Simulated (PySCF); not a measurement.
```xyz
23

C    -0.6489   -3.2989    0.1894
C    -0.5529   -2.0874   -0.2574
C    -0.4337   -0.8773   -0.7174
C    -1.6548   -0.0234   -1.0092
C    -1.8120    1.0065    0.0661
C    -1.5729    2.2937   -0.1018
Si    1.2826   -0.1137   -0.9692
Cl    1.2365    1.0294   -2.6486
C     1.7735    1.0013    0.4964
C     1.6934    0.2780    1.8367
H    -0.6927   -4.1487   -0.4730
H    -0.6926   -3.5130    1.2454
H    -2.5428   -0.6590   -1.0450
H    -1.5278    0.4648   -1.9769
H    -2.1096    0.6225    1.0340
H    -1.2665    2.6922   -1.0556
H    -1.6787    3.0037    0.7017
H     2.2640   -1.1801   -1.1827
H     2.7900    1.3726    0.3522
H     1.1255    1.8796    0.5299
H     0.6804   -0.0715    2.0215
H     1.9810    0.9409    2.6506
H     2.3544   -0.5854    1.8475
```

Geometry: GFN2-xTB.

Theory: PBE0/pcSseg-1, SCF density, gas phase, non-relativistic in PySCF 2.14.0.

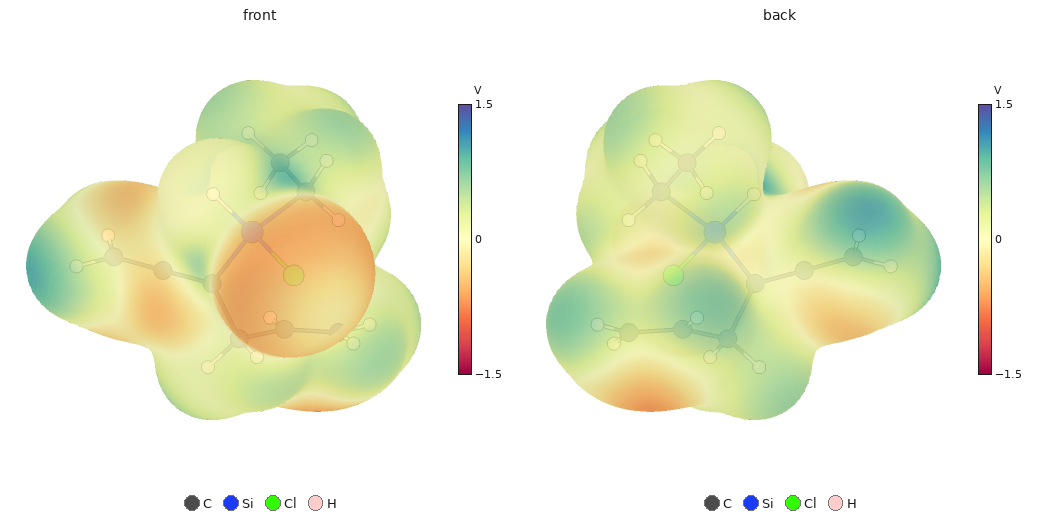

C8H13ClSi. The electrostatic potential painted on the density surface at 0.002 e/bohr³, seen from the front and from behind; red is negative and blue positive.

**Which sites attract a positive test charge, and which a negative one?**

A positive charge is drawn to the negative regions and a negative charge to the positive ones. The most negative region (about −0.6 V) lies over C5, C6 and Cl8, the most positive (about +1.0 V) over Si7, H11 and H12.
